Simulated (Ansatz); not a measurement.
C$_{5}$H$_{6}$NP

```xyz
13

C    -1.6662   -0.7126   -0.7238
C    -0.2858   -0.4096   -0.2028
C     0.7877   -1.2415   -0.5688
C     2.2284    0.3862    0.9215
C     1.0000    1.0201    1.1109
N    -0.1788    0.6625    0.5948
P     2.4322   -1.0348   -0.0602
H    -2.3768    0.0302   -0.3397
H    -1.9923   -1.7184   -0.4129
H    -1.6844   -0.6927   -1.8256
H     0.5684   -2.0898   -1.2292
H     3.1087    0.8087    1.4190
H     0.9679    1.9151    1.7504
```

Geometry: r2SCAN-D4/def2-SVP.

Level of theory: isolated molecule in a Gaussian basis; Kohn-Sham density functional theory, functional PBE0 in Ansatz.

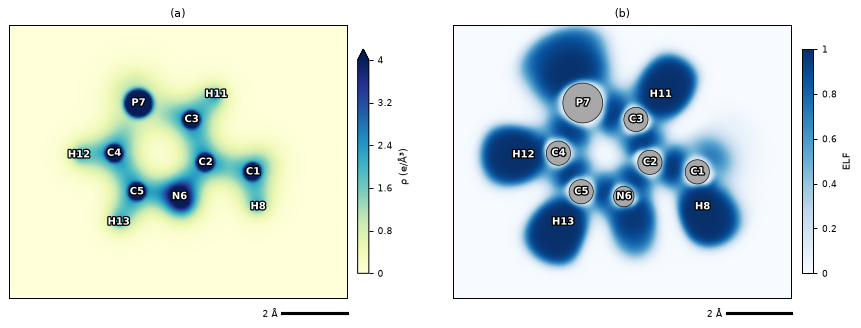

Figure 1. (a) total electron density; (b) ELF on the plane of atoms C5, C4 and P7. Grey discs cover the atomic cores in the ELF map.

**Read the bonding off the picture.**

- The plane passes through C, N, P and H nuclei.
- C–N (1.34 Å): ρ is about 2.5 e/Å³ halfway; the ELF peaks at about 0.90 between the atoms: localised, covalent bonding.
- C–C (1.40 Å): ρ at the midpoint is about 2.1 e/Å³; the ELF peaks at about 0.95 between the atoms; localised, covalent bonding.
- C–P (1.73 Å): ρ at the midpoint is about 1.3 e/Å³; the ELF peaks at about 0.95 between the atoms: localised, covalent bonding.
- C–H (1.10 Å): ρ at the midpoint is about 1.9 e/Å³; the ELF climbs to about 1 towards the hydrogen, as it does in any bond to H: an ordinary covalent bond to hydrogen.
- C–C (1.51 Å): the density is about 1.7 e/Å³ at the midpoint; the ELF peaks at about 0.95 between the atoms; localised, covalent bonding.
- The ELF also peaks beside N6 and P7, away from the bonds: lone-pair regions.

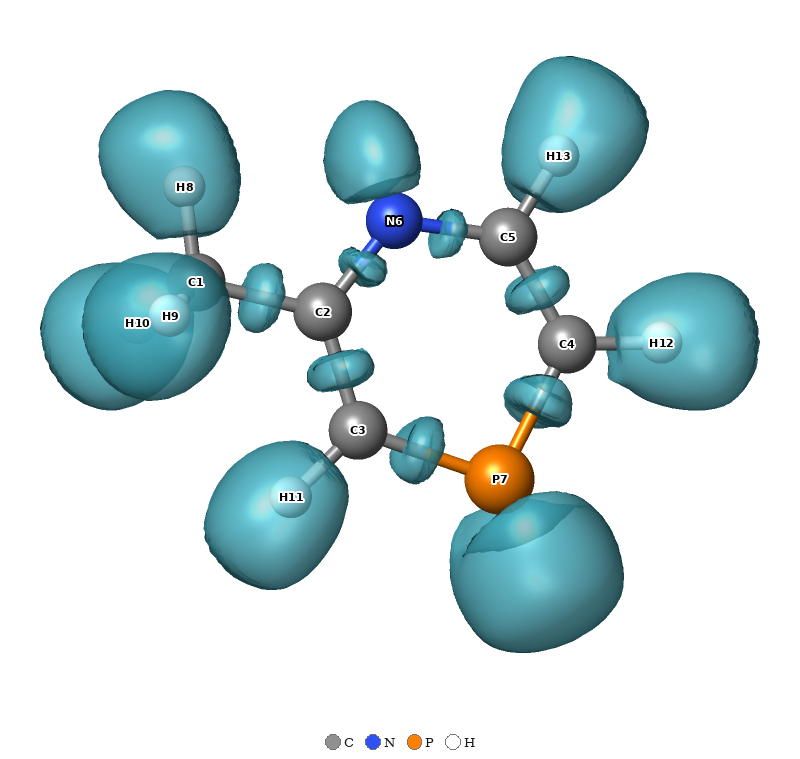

Figure 2. Isosurface of the electron localisation function at 0.85 (cyan), seen at a tilt. Core shells and regions of very low density are left out.

**Describe the localisation domains.**

The ELF exceeds this value in three regions between bonded C–C atoms (shared pairs), two regions between bonded C–N atoms (shared pairs), two regions between bonded C–P atoms (shared pairs), six regions around hydrogen nuclei, one lobe on N, pointing away from the bonds (lone pairs) and one lobe on P, pointing away from the bonds (lone pairs).

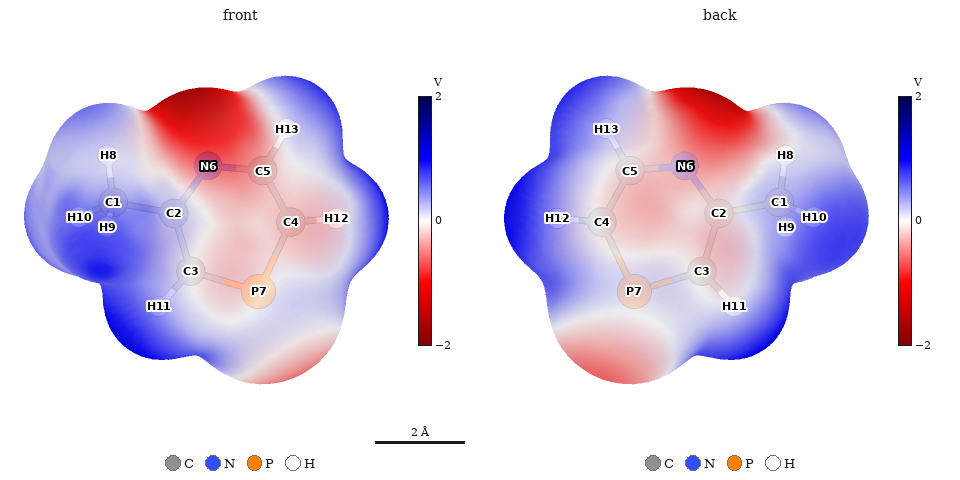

Figure 3. The molecular electrostatic potential painted on the density surface at 0.002 e/bohr³, seen from the front and from behind; the colour scale runs from red (negative) to blue (positive).

**Which sites attract a positive test charge, and which a negative one?**

A positive charge is drawn to the negative regions and a negative charge to the positive ones. The most negative region (about −1.6 V) lies over N6, the most positive (about +1.1 V) over H11 and H12. N6 is the likeliest acceptor of a hydrogen bond.

**What dipole moment does the calculation give?**

Its dipole moment is 0.60 D.
